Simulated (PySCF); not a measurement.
# F3OW (W(O)(F)3-): the cost of one run

Computed with PySCF 2.14.0. Level: several levels, as the steps say, no spin–orbit coupling.

5 further runs of the same task are left out: 2 for a known fault of the program, 1 that didn't finish, 2 set aside as unsound or not needed. Runs told in other sessions of the task aren't counted.

### 1 Starting geometry

5 atoms, charge -1, spin multiplicity 1.

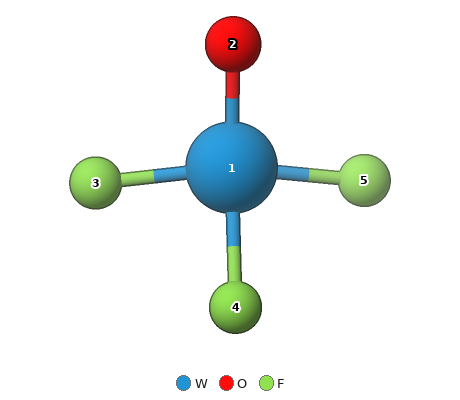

The geometry (tungsten blue, oxygen red, fluorine green); atoms are numbered from 1 in the order of the file.

Coordinates:

| atom | x (Å) | y (Å) | z (Å) |
| --- | --- | --- | --- |
| W1 | 0.06506 | 0.00000 | -0.00025 |
| O2 | 1.76530 | 0.00000 | 0.32809 |
| F3 | -0.12770 | 1.86731 | -0.20850 |
| F4 | -1.86694 | 0.00000 | 0.29699 |
| F5 | -0.12770 | -1.86731 | -0.20850 |

Formal oxidation states: W +4. An earlier session relaxed this geometry at r2SCAN, W def2-SVP with ECP60, O def2-SVP, F def2-SVP (singlet, point group Cs).

At r2SCAN on the finer grid: E = -441.684866 Eh, HOMO 0.13 eV, LUMO 1.90 eV, Mulliken charge on W1 +0.67 e, largest force component 0.033 eV/Å. The highest filled level lies above zero; it isn't the detachment energy.

Levels to run: revPBE; CAM-B3LYP; PBE; TPSSh; r2SCAN, TZVP; r2SCAN, x2c-SVP. Hardware: 2 threads of Arm Neoverse V1, shared host.

### 2 revPBE

File run.py (the lines that set the calculation):

```python
mol = gto.M(atom='''
W      0.06506     0.00000    -0.00025
O      1.76530     0.00000     0.32809
F     -0.12770     1.86731    -0.20850
F     -1.86694     0.00000     0.29699
F     -0.12770    -1.86731    -0.20850''',
    basis={'W': 'def2-SVP', 'O': 'def2-SVP', 'F': 'def2-SVP'},
    ecp={'W': 'def2-SVP'},
    charge=-1, spin=0)
mf = dft.RKS(mol, xc='PBE_R,PBE')
mf.grids.atom_grid = (75, 302)
mf = mf.density_fit()  # fitting sets: W def2-universal-JKFIT, O def2-universal-JKFIT, F def2-universal-JKFIT
mf.conv_tol = 1e-08; mf.max_cycle = 55
mf.kernel(dm0)  # dm0: the density of the relaxed state
```

Command:

```console
$ OMP_NUM_THREADS=2 python run.py
```

**Question.** How long does this run take on 2 threads of Arm Neoverse V1, shared host?

About 3.5 s.
